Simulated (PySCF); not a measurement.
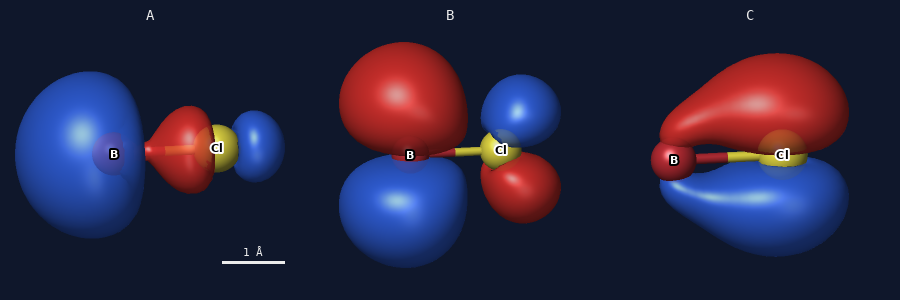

*BCl. Three frontier orbitals, each drawn at the value that holds 80 % of its norm (blue and red are the two phases), in no order; of a degenerate pair one member is drawn.*

Theory: PBE0/def2-TZVP, non-relativistic Hamiltonian with scalar-relativistic core potentials where named, at a bond length of 1.720 Å (PySCF).

Name the orbitals and rank them from lowest to highest energy.

Answer. Orbital C: π, occupied, −11.05 eV; mainly on Cl (85 %).
Orbital A: σ, occupied, −7.47 eV; mainly on B (85 %).
Orbital B: π, empty, −1.90 eV; mainly on B (80 %).
